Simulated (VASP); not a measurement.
Band structure of Al2B2N4 (ordered alloy cell). Computed with PBEsol GGA, VASP's PBE PAW potentials (set 64) (plane waves; VASP 6.6.1).

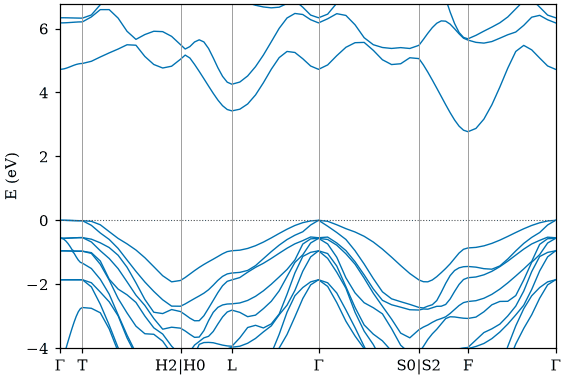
Bands along high-symmetry lines, zero at the valence-band maximum or, without a gap, the Fermi level

Q: Read the plot: is there a gap, and where are the band edges?

A: The gap is indirect, 2.77 eV, from the valence maximum at Γ to the conduction minimum at F. (Edges off the drawn lines would not show.)

The structure was generated: Al2B2N4 was put into an ordered model structure (R3m), which need not be its known phase. It was relaxed first.
